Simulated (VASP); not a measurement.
# Which face does Ca expose?, part 2 of 4

How do surface energy, work function and relaxation of Ca depend on the face?

VASP 6.6.1; PBE; plane waves and PAW (Ca_pv).

So far. Step 3 (The bulk reference, job self-consistent run, k-mesh …): The run ends at a pressure of 0.00 GPa.

## Step 4: Surface relaxation, 7 atoms, face Ca(111)

System of this step: Ca(111). The cell holds 7 atoms: 7 Ca. Its edges and angles: a = 3.906 Å, b = 3.906 Å, c = 34.135 Å, α = 90.0°, β = 90.0°, γ = 60.0°. It derives from Ca. 7 layers of fcc Ca, cut at this functional's lattice. Vacuum lies along c.

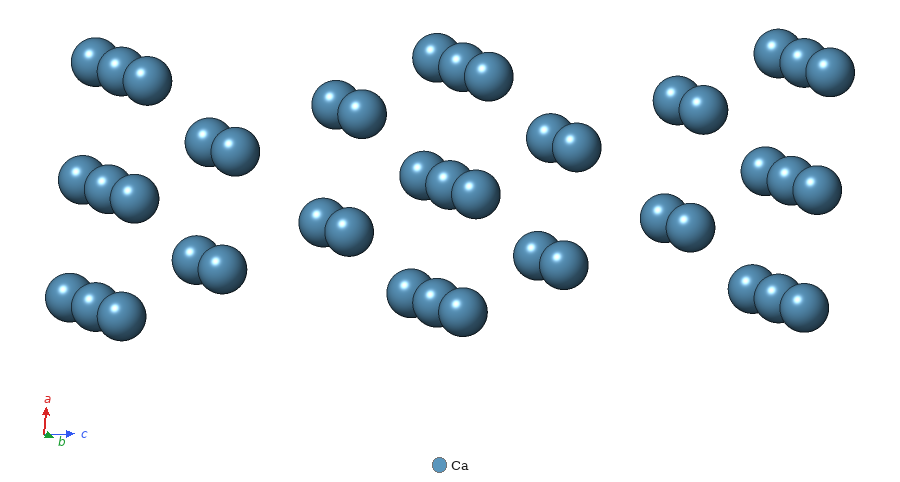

The cell of this step (calcium blue). 2×2×1 cells are drawn. Some periodic images of atoms are drawn too.

All atoms relax at the fixed cell.

The input, INCAR:

```
SYSTEM = Ca
PREC = Normal
ENCUT = 320
EDIFF = 1E-05
NELM = 120
ISMEAR = 1
SIGMA = 0.15
LREAL = .FALSE.
ALGO = Fast
GGA = PE
NBANDS = 35
LORBIT = 11
LWAVE = .FALSE.
LCHARG = .FALSE.
KPAR = 4
LASPH = .TRUE.
IBRION = 2
NSW = 40
ISIF = 2
EDIFFG = -0.03
POTIM = 0.4
MAXMIX = 40
```

The input, POSCAR:

```
Ca
1.0
    3.9059848820      0.0000000000      0.0000000000
    1.9529924410      3.3826821346      0.0000000000
    0.0000000000      0.0000000000     34.1353398080
Ca
7
Direct
    0.0000000000      0.0000000000      0.2197136500
    0.3333333300      0.3333333300      0.3131424300
    0.6666666700      0.6666666700      0.4065712200
    0.0000000000      0.0000000000      0.5000000000
    0.3333333300      0.3333333300      0.5934287800
    0.6666666700      0.6666666700      0.6868575700
    0.0000000000      0.0000000000      0.7802863500
```

The input, KPOINTS:

```
Automatic mesh
0
Gamma
9 9 1
0 0 0
```

The projector-augmented-wave data sets are Ca_pv (PBE family, release 64).

Started as:

```console
$ mpirun -np 4 vasp_std
```

The log of the run:

```text
[banner, memory and clock lines left out]
running    4 mpi-ranks, on    1 nodes
 distrk:  each k-point on    1 cores,    4 groups
 distr:  one band on    1 cores,    1 groups

 POSCAR found type information on POSCAR Ca
 POSCAR found :  1 types and       7 ions
 LDA part: xc-table for (Slater+PW92), standard interpolation
 POSCAR, INCAR and KPOINTS ok, starting setup
 FFT: planning ... GRIDC
 FFT: planning ... GRID_SOFT
 FFT: planning ... GRID
 WAVECAR not read
 entering main loop
       N       E                     dE             d eps       ncg     rms          rms(c)
DAV:   1     0.470465229965E+03    0.47047E+03   -0.19410E+04   891   0.148E+03
DAV:   2     0.558290964065E+02   -0.41464E+03   -0.41230E+03   848   0.416E+02
DAV:   3    -0.862543002412E+01   -0.64455E+02   -0.63638E+02  1130   0.179E+02
DAV:   4    -0.131643278774E+02   -0.45389E+01   -0.44866E+01  1168   0.518E+01
DAV:   5    -0.134336155002E+02   -0.26929E+00   -0.26666E+00  1344   0.123E+01    0.257E+00
RMM:   6    -0.171738522938E+02   -0.37402E+01   -0.12345E+01  1035   0.116E+01    0.435E+00
RMM:   7    -0.126947342291E+02    0.44791E+01   -0.11715E+00   963   0.738E+00    0.137E+00
RMM:   8    -0.126402983835E+02    0.54436E-01   -0.49689E-01  1021   0.316E+00    0.714E-01
RMM:   9    -0.126458994885E+02   -0.56011E-02   -0.35022E-01  1176   0.207E+00    0.302E-01
RMM:  10    -0.126579615448E+02   -0.12062E-01   -0.11095E-01  1231   0.101E+00    0.209E-01
RMM:  11    -0.126655241752E+02   -0.75626E-02   -0.28966E-02  1107   0.585E-01    0.229E-01
RMM:  12    -0.126592669858E+02    0.62572E-02   -0.17970E-02  1036   0.478E-01    0.986E-02
RMM:  13    -0.126588387008E+02    0.42828E-03   -0.52258E-03  1301   0.243E-01    0.315E-02
RMM:  14    -0.126589498688E+02   -0.11117E-03   -0.16289E-03  1028   0.114E-01    0.178E-02
RMM:  15    -0.126589474561E+02    0.24127E-05   -0.57991E-04   843   0.697E-02    0.135E-02
RMM:  16    -0.126589508390E+02   -0.33829E-05   -0.31403E-04   794   0.547E-02    0.657E-03
RMM:  17    -0.126589846606E+02   -0.33822E-04   -0.10589E-04   773   0.393E-02    0.672E-03
RMM:  18    -0.126590234945E+02   -0.38834E-04   -0.16017E-05   760   0.345E-02    0.349E-03
RMM:  19    -0.126590939113E+02   -0.70417E-04    0.14132E-06   646   0.271E-02    0.249E-03
RMM:  20    -0.126591356970E+02   -0.41786E-04    0.97377E-06   606   0.202E-02    0.104E-03
RMM:  21    -0.126591583085E+02   -0.22612E-04    0.80455E-06   606   0.162E-02    0.904E-04
RMM:  22    -0.126591640475E+02   -0.57390E-05    0.64426E-06   563   0.140E-02
   1 F= -.12659164E+02 E0= -.12658573E+02  d E =-.126592E+02
 curvature:   0.00 expect dE= 0.000E+00 dE for cont linesearch  0.000E+00
 trial: gam= 0.00000 g(F)=  0.536E-03 g(S)=  0.000E+00 ort = 0.000E+00 (trialstep = 0.100E+01)
 search vector abs. value=  0.536E-03
 bond charge predicted
       N       E                     dE             d eps       ncg     rms          rms(c)
DAV:   1    -0.126595324877E+02   -0.37418E-03   -0.31757E-02  1207   0.174E+00    0.310E-02
RMM:   2    -0.126596259257E+02   -0.93438E-04   -0.12158E-03   993   0.269E-01    0.137E-02
RMM:   3    -0.126596718398E+02   -0.45914E-04   -0.51924E-04  1138   0.136E-01    0.613E-03
RMM:   4    -0.126596786834E+02   -0.68436E-05   -0.76420E-05   804   0.510E-02
   2 F= -.12659679E+02 E0= -.12659097E+02  d E =-.514636E-03
[...]
3 F= -.12661004E+02 E0= -.12660370E+02  d E =-.183970E-02
 curvature:  -2.51 expect dE=-0.557E-03 dE for cont linesearch -0.542E-03
 ZBRENT: increasing intervall
 opt :  10.0000  next Energy=   -12.662407 (dE=-0.324E-02)
 bond charge predicted
       N       E                     dE             d eps       ncg     rms          rms(c)
DAV:   1    -0.126572700642E+02    0.37317E-02   -0.11172E+00  1264   0.104E+01    0.171E-01
RMM:   2    -0.126606546833E+02   -0.33846E-02   -0.47417E-02  1024   0.166E+00    0.426E-02
RMM:   3    -0.126623515072E+02   -0.16968E-02   -0.15345E-02  1245   0.698E-01    0.317E-02
RMM:   4    -0.126625594993E+02   -0.20799E-03   -0.19462E-03  1228   0.233E-01    0.673E-02
RMM:   5    -0.126625978834E+02   -0.38384E-04   -0.41952E-04  1066   0.970E-02    0.583E-02
RMM:   6    -0.126625991896E+02   -0.13062E-05   -0.94729E-05   878   0.726E-02
   4 F= -.12662599E+02 E0= -.12661910E+02  d E =-.343514E-02
 curvature:  -6.51 expect dE=-0.337E-03 dE for cont linesearch -0.396E-04
 trial: gam=-0.01008 g(F)=  0.517E-04 g(S)=  0.000E+00 ort = 0.571E-04 (trialstep = 0.280E+01)
 search vector abs. value=  0.506E-04
 reached required accuracy - stopping structural energy minimisation
```

Elapsed: 51 s, on 4 MPI ranks of Intel Xeon 6975P-C (Granite Rapids), shared host; peak memory 1 GiB; 3 min of CPU time.

Parts of OUTCAR (step 4):

```text
  LATTYP: Found a hexagonal cell.
 ALAT       =     3.9059848820
 C/A-ratio  =     8.7392401249

 Subroutine GETGRP returns: Found 12 space group operations
 (whereof 12 operations were pure point group operations)

The static configuration has the point symmetry D_3d.

 Found     12 irreducible k-points:

   k-points           NKPTS =     12   k-points in BZ     NKDIM =     12   number of bands    NBANDS=     35

   dimension x,y,z NGX =    18 NGY =   18 NGZ =  150
   dimension x,y,z NGXF=    36 NGYF=   36 NGZF=  300

   ENCUT  =  320.0 eV  23.52 Ry    4.85 a.u.   5.70  5.70 49.79*2*pi/ulx,y,z

   NELECT =      56.0000    total number of electrons

 E-fermi :   0.5224

 k-point     1 :       0.0000    0.0000    0.0000
  band No.  band energies     occupation
    ...
     25      -2.5073      2.00000
     26      -1.9566      2.00000
     27      -1.3620      2.00000
     28      -0.7904      2.00000
     29       0.3888      2.01940
     30       0.6822     -0.06135
     31       1.0469     -0.00001
     32       1.3954     -0.00000
     33       1.7899     -0.00000
     34       2.2011     -0.00000
    ...

 k-point     2 :       0.1111   -0.0000    0.0000
  band No.  band energies     occupation
    ...
     25      -2.3310      2.00000
     26      -1.7848      2.00000
     27      -1.1935      2.00000
     28      -0.6195      2.00000
     29       0.4230      1.89219
     30       0.7474     -0.05528
     31       1.1115     -0.00000
     32       1.4359     -0.00000
     33       1.7989     -0.00000
     34       2.1572     -0.00000
    ...

  Total        0.0405820      0.0405820     -0.3193195     -0.0000000      0.0000000      0.0000000
  in kB        0.1441612      0.1441612     -1.1343315     -0.0000000      0.0000000      0.0000000
  external PRESSURE =      -0.2820030 kB  Pullay stress =       0.0000000 kB

  energy-cutoff  :      320.00
  volume of cell :      451.02
      direct lattice vectors                 reciprocal lattice vectors
     3.905984882  0.000000000  0.000000000     0.256017376 -0.147811701  0.000000000
     1.952992441  3.382682135  0.000000000     0.000000000  0.295623402  0.000000000
     0.000000000  0.000000000 34.135339808     0.000000000  0.000000000  0.029295153

 POSITION                                       TOTAL-FORCE (eV/Angst)
 -----------------------------------------------------------------------------------
      1.95299      3.38268      7.52392         0.000000     -0.000000      0.015700
      1.95299      1.12756     10.66856         0.000000      0.000000      0.009622
      3.90598      2.25512     13.87246        -0.000000     -0.000000     -0.018197
      0.00000      0.00000     17.06767         0.000000      0.000000      0.000000
      1.95299      1.12756     20.26288         0.000000      0.000000      0.018197
      3.90598      2.25512     23.46678        -0.000000      0.000000     -0.009622
      3.90598      0.00000     26.61142         0.000000     -0.000000     -0.015700
 -----------------------------------------------------------------------------------
    total drift:                                0.000000      0.000000     -0.000000

  FREE ENERGIE OF THE ION-ELECTRON SYSTEM (eV)
  ---------------------------------------------------
  free  energy   TOTEN  =       -12.6625991896 eV

  energy  without entropy=      -12.6605319421  energy(sigma->0) =      -12.66191011

 total charge
# of ion       s       p       d       tot
------------------------------------------
    1        0.339   6.091   0.223   6.654
    2        0.321   6.109   0.253   6.683
    3        0.318   6.111   0.246   6.676
    4        0.318   6.112   0.246   6.675
    5        0.318   6.111   0.246   6.676
    6        0.321   6.109   0.253   6.683
    7        0.339   6.091   0.223   6.654
--------------------------------------------------
tot          2.274  42.735   1.691  46.700

[... 1 part as in an earlier step ...]

[... 7 further parts left out ...]
```

The run keeps the 12 symmetry operations of its start, so it cannot find a distortion of lower symmetry.

Relaxation path:

```csv
step,energy less that of the first step (eV),largest force (eV/Å)
1,0.0000,0.0620
2,-0.0005,0.0532
3,-0.0018,0.0423
4,-0.0034,0.0182
```

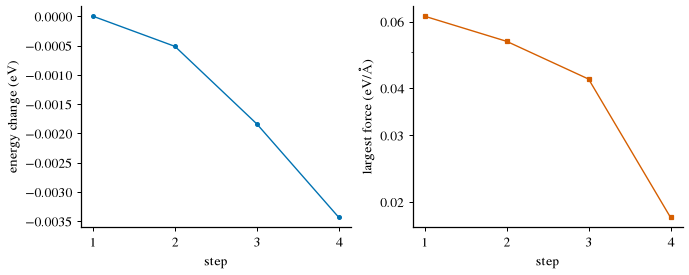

Energy and largest force along the relaxation.

The atoms that moved most (Å):

```csv
atom,dx,dy,dz,length
Ca7,0.000,0.000,-0.024,0.024
Ca1,0.000,0.000,0.024,0.024
Ca2,0.000,0.000,-0.021,0.021
Ca6,0.000,0.000,0.021,0.021
Ca5,0.000,0.000,0.006,0.006
Ca3,0.000,0.000,-0.006,0.006
```

The relaxed structure:

```xyz
7
Lattice="3.9060 0.0000 0.0000 1.9530 3.3827 0.0000 0.0000 0.0000 34.1353" Properties=species:S:1:pos:R:3
Ca    0.0000    0.0000    7.5239
Ca    1.9530    1.1276   10.6686
Ca    3.9060    2.2551   13.8725
Ca    0.0000    0.0000   17.0677
Ca    1.9530    1.1276   20.2629
Ca    3.9060    2.2551   23.4668
Ca    0.0000    0.0000   26.6114
```

Numbers from this step:

```yaml
electronic_cycles: 38
electrons: 56
free_energy_toten: -12.66 eV
energy_at_zero_smearing: -12.66 eV
fermi_energy: 0.5224 eV
```

The run ended after 4 ionic steps, 0.003 eV below its first step, once the forces on the free atoms met EDIFFG = -0.03.

## Step 5: Vacuum level and density of states, 7 atoms, face Ca(111)

A static run writes the electrostatic potential without exchange and correlation (LVHAR), which is flat in the vacuum and gives the level to count from. The dipole correction cancels the field that unlike faces would set up across the vacuum.

The input, INCAR:

```
SYSTEM = Ca
PREC = Normal
ENCUT = 320
EDIFF = 1E-06
NELM = 120
ISMEAR = 1
SIGMA = 0.15
LREAL = .FALSE.
ALGO = Fast
GGA = PE
NBANDS = 35
LORBIT = 11
LWAVE = .FALSE.
LCHARG = .TRUE.
KPAR = 4
LASPH = .TRUE.
IDIPOL = 3
LDIPOL = .TRUE.
DIPOL = 0.5 0.5 0.5
LVHAR = .TRUE.
LVACPOTAV = .TRUE.
NEDOS = 1500
```

The input, POSCAR:

```
Ca
1.0
    3.9059848820      0.0000000000      0.0000000000
    1.9529924410      3.3826821346      0.0000000000
    0.0000000000      0.0000000000     34.1353398080
Ca
7
Direct
    0.0000000000      0.0000000000      0.2204143966
    0.3333333300      0.3333333300      0.3125371670
    0.6666666700      0.6666666700      0.4063957970
    0.0000000000      0.0000000000      0.5000000000
    0.3333333300      0.3333333300      0.5936042030
    0.6666666700      0.6666666700      0.6874628330
    0.0000000000      0.0000000000      0.7795856034
```

KPOINTS is that of step 4.

Started as:

```console
$ mpirun -np 4 vasp_std
```

The log of the run:

```text
[... set-up lines as in an earlier step ...]
 entering main loop
       N       E                     dE             d eps       ncg     rms          rms(c)
DAV:   1     0.468294273624E+03    0.46829E+03   -0.19440E+04   899   0.149E+03
DAV:   2     0.550580422485E+02   -0.41324E+03   -0.41093E+03   856   0.414E+02
DAV:   3    -0.860455670635E+01   -0.63663E+02   -0.62834E+02  1111   0.178E+02
DAV:   4    -0.131680249542E+02   -0.45635E+01   -0.45196E+01  1184   0.522E+01
DAV:   5    -0.134389048998E+02   -0.27088E+00   -0.26781E+00  1376   0.122E+01    0.257E+00
RMM:   6    -0.167400700996E+02   -0.33012E+01   -0.11341E+01  1158   0.110E+01    0.431E+00
RMM:   7    -0.126979956898E+02    0.40421E+01   -0.10365E+00  1100   0.672E+00    0.133E+00
RMM:   8    -0.126488049829E+02    0.49191E-01   -0.46096E-01  1157   0.295E+00    0.700E-01
RMM:   9    -0.126532979957E+02   -0.44930E-02   -0.29335E-01  1325   0.187E+00    0.336E-01
RMM:  10    -0.126633351922E+02   -0.10037E-01   -0.85725E-02  1301   0.973E-01    0.242E-01
RMM:  11    -0.126704527716E+02   -0.71176E-02   -0.28904E-02  1242   0.618E-01    0.253E-01
RMM:  12    -0.126624781709E+02    0.79746E-02   -0.15996E-02  1153   0.498E-01    0.961E-02
RMM:  13    -0.126622989678E+02    0.17920E-03   -0.49574E-03  1411   0.253E-01    0.349E-02
RMM:  14    -0.126624039892E+02   -0.10502E-03   -0.16721E-03  1296   0.124E-01    0.165E-02
RMM:  15    -0.126624080413E+02   -0.40522E-05   -0.72060E-04  1381   0.692E-02    0.141E-02
RMM:  16    -0.126623984395E+02    0.96018E-05   -0.26983E-04  1195   0.514E-02    0.647E-03
RMM:  17    -0.126624350921E+02   -0.36653E-04   -0.11290E-04  1156   0.284E-02    0.752E-03
RMM:  18    -0.126624918949E+02   -0.56803E-04   -0.30417E-05   974   0.269E-02    0.283E-03
RMM:  19    -0.126625170412E+02   -0.25146E-04   -0.72519E-06   928   0.133E-02    0.206E-03
RMM:  20    -0.126625620679E+02   -0.45027E-04    0.50308E-07   877   0.114E-02    0.152E-03
RMM:  21    -0.126625985805E+02   -0.36513E-04    0.27925E-06   828   0.999E-03    0.646E-04
RMM:  22    -0.126626037382E+02   -0.51577E-05    0.11017E-06   780   0.618E-03    0.396E-04
RMM:  23    -0.126626072688E+02   -0.35305E-05    0.28439E-06   771   0.614E-03    0.376E-04
RMM:  24    -0.126626081307E+02   -0.86190E-06    0.12087E-06   727   0.545E-03
 -----------------------------------------------------------------------------
|                                                                             |
|           W    W    AA    RRRRR   N    N  II  N    N   GGGG   !!!           |
|           W    W   A  A   R    R  NN   N  II  NN   N  G    G  !!!           |
|           W    W  A    A  R    R  N N  N  II  N N  N  G       !!!           |
|           W WW W  AAAAAA  RRRRR   N  N N  II  N  N N  G  GGG   !            |
|           WW  WW  A    A  R   R   N   NN  II  N   NN  G    G                |
|           W    W  A    A  R    R  N    N  II  N    N   GGGG   !!!           |
|                                                                             |
|     Did not find any points to average over, which means that no vacuum     |
|     field-free region was found. Please increase the size of  your cell     |
|     in the dimension of the dipole correction to obtain accurate            |
|     workfunction values.                                                    |
|                                                                             |
 -----------------------------------------------------------------------------

   1 F= -.12662608E+02 E0= -.12661913E+02  d E =-.208569E-02
```

Run time: 35 s. Hardware: 4 MPI ranks; peak memory 0.96 GiB; 2 min of CPU time.

OUTCAR, selected parts (step 5):

```text
   NELECT =      56.0000    total number of electrons

 dipolmoment           0.000000      0.000000     -0.000000 electrons x Angstroem

 E-fermi :   0.5217

 k-point     1 :       0.0000    0.0000    0.0000
  band No.  band energies     occupation
    ...
     25      -2.5078      2.00000
     26      -1.9572      2.00000
     27      -1.3626      2.00000
     28      -0.7910      2.00000
     29       0.3883      2.01893
     30       0.6818     -0.06155
     31       1.0464     -0.00001
     32       1.3945     -0.00000
     33       1.7863     -0.00000
     34       2.1806     -0.00000
    ...

  Total        0.0526450      0.0526450     -0.3071936      0.0000000     -0.0000000      0.0000000
  in kB        0.1870129      0.1870129     -1.0912561      0.0000000     -0.0000000      0.0000000
  external PRESSURE =      -0.2390768 kB  Pullay stress =       0.0000000 kB

 POSITION                                       TOTAL-FORCE (eV/Angst)
 -----------------------------------------------------------------------------------
      0.00000      0.00000      7.52392        -0.000000      0.000000      0.023193
      1.95299      1.12756     10.66856         0.000000      0.000000     -0.002041
      3.90598      2.25512     13.87246         0.000000     -0.000000     -0.021269
      0.00000      0.00000     17.06767        -0.000000      0.000000      0.000000
      1.95299      1.12756     20.26288        -0.000000     -0.000000      0.021269
      3.90598      2.25512     23.46678        -0.000000     -0.000000      0.002041
      0.00000      0.00000     26.61142        -0.000000      0.000000     -0.023193
 -----------------------------------------------------------------------------------
    total drift:                                0.000000      0.000000     -0.000000

  FREE ENERGIE OF THE ION-ELECTRON SYSTEM (eV)
  ---------------------------------------------------
  free  energy   TOTEN  =       -12.6626081307 eV

  energy  without entropy=      -12.6605224445  energy(sigma->0) =      -12.66191290

 vacuum level on the upper side and lower side of the slab         3.480         3.480

[... 7 parts as in an earlier step ...]

[... 10 further parts left out ...]
```

Numbers from this step:

| Quantity | Value |
| --- | --- |
| electronic cycles | 24 |
| Fermi energy | 0.5217 eV |
| dipole moment | 0, 0, 0 e·Å |
| vacuum levels | 3.48, 3.48 eV |
| work functions of the upper and lower face | 2.958, 2.958 eV |

The planar average of the electrostatic potential oscillates, so the rows of the table below give means over windows of 3.19 Å about each position, cut where the curve ends. Its maxima inside the range that stand out by 2 % of the span (Å: eV): 9.1: 1.52, 12.3: 1.67, 15.5: 1.68, 18.7: 1.68, 21.8: 1.67, 25.0: 1.52. Its minima: 7.5: -7.32, 10.7: -7.15, 13.9: -7.18, 17.1: -7.19, 20.3: -7.18, 23.4: -7.15, 26.6: -7.32.

Zero at the Fermi level. Planar average of the electrostatic potential against height; means over each step:

```csv
height (Å),planar average of the electrostatic potential (eV)
1.59,2.96
4.79,2.40
7.98,-2.45
11.17,-2.20
14.36,-2.21
17.55,-2.21
20.73,-2.20
23.93,-2.25
27.12,-2.36
30.31,2.86
33.50,2.96
```

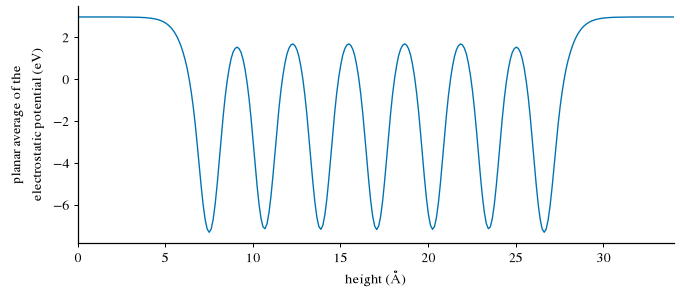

Planar average of the electrostatic potential, plotted against height.

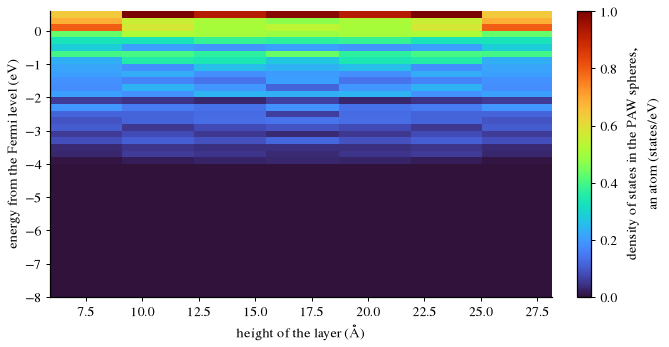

Density of states in the PAW spheres, an atom over height of the layer and energy from the Fermi level.

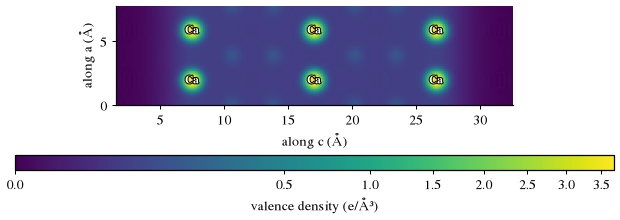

Valence density in the ca plane at fractional y = 0.000, with atoms of Ca within 0.2 Å of it. It is the smooth field of the valence electrons, not physical close to the nuclei. The map starts off the cell's origin, so that atoms lie inside it. The colour scale is stretched toward low values. The far vacuum is left out of the map.

The map of layer states is cut here 0.5 eV above the Fermi level, so it leaves out the states above that.

The vacuum level lies 2.96 eV above the Fermi level at the upper face; both faces agree, as the slab has next to no dipole.

The program found no field-free point at its default tolerance, but its printed level agrees with the flat part of the planar average.

On this mesh the fine structure of the density of states is sampling noise, and high empty states may be cut by the number of bands.

(Continued in part 3 of 4.)

[Lines on the potential files, build, host, timing and source positions are cut from VASP's logs without a mark.]

[Logs are printed without paths, hosts, clocks, repeated set-up lines and the standing remarks that a program may print on its own settings, such as how far it seeks lower states.]

[Hosts, paths, dates, database ids (printed as entryN), source tags and the programs' standing remarks are cut or masked in the printed files.]

[Runs that stopped without an error message from VASP are left out.]
